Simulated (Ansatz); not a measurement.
# Fields on a plane of Ru (hcp, Mg type)

```
Ru
1.0
    2.69188     0.00000     0.00000
   -1.34594     2.33123     0.00000
    0.00000     0.00000     4.24566
Ru
2
Direct
  0.33333   0.66667   0.75000
  0.66667   0.33333   0.25000
```

The slice is a (1 -1 0 0) plane (indices of the conventional cell) through the point (0.667, 0.333, 0.250) (fractional), spanned by u = [110] and v = [001] in vectors of this cell: u (2.69 Å) and v (4.25 Å, at 90° to u). It covers one period; positions are fractions (u, v).

Atoms on it: Ru at (0.00, 0.00). Other atoms lie within 1 Å of the plane.

All values below come from PBEsol (plane waves to 420 eV, PAW, scalar-relativistic; Ansatz, a quantum-chemistry and plane-wave program). k mesh 20×20×11. Inside the PAW spheres the values are not all-electron values, and peaks at nuclei hang on which shells count as valence. Ru is run without spin polarisation. Ru was relaxed with its symmetry unable to fall.

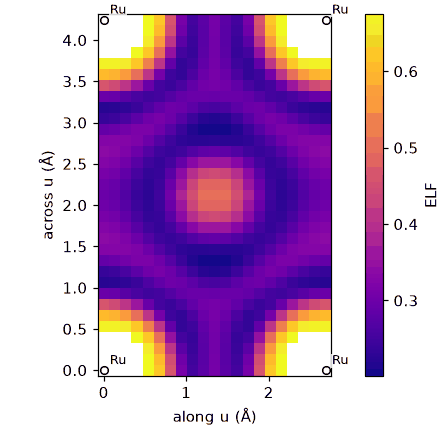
Figure. Electron localisation function (ELF), one period of the plane, atoms marked. Points within 0.5 Å of a nucleus are left white, as the pseudised field means little there.

```
v \ u  0.00  0.10  0.20  0.30  0.40  0.50  0.60  0.70  0.80  0.90
-----  ----  ----  ----  ----  ----  ----  ----  ----  ----  ----
0.88      x     x     x     x  12.2  14.6  12.2     x     x     x
0.75    8.0   9.2  11.5  13.4  14.2  14.3  14.2  13.4  11.5   9.2
0.62   15.7  15.1  12.9   8.9     x     x     x   8.9  12.9  15.1
0.50   15.3  14.1  10.0     x     x     x     x     x  10.0  14.1
0.38   15.7  15.1  12.9   8.9     x     x     x   8.9  12.9  15.1
0.25    8.0   9.2  11.5  13.4  14.2  14.3  14.2  13.4  11.5   9.2
0.12      x     x     x     x  12.2  14.6  12.2     x     x     x
0.00      x     x     x     x   8.3  12.6   8.3     x     x     x
```

Values: electrostatic potential energy of an electron, from the cell's mean, in eV. Points within 1 Å of a nucleus are blanked (x), as the pseudised field means little there. Values under 7 eV are set to 7. The zero, the cell's mean, hangs on the PAW cores.

| Quantity | Value |
|---|---|
| Density on the Ru–Ru line (2.69 Å) at its midpoint | 0.40 e/Å³ |
| ELF at that point | 0.31 |
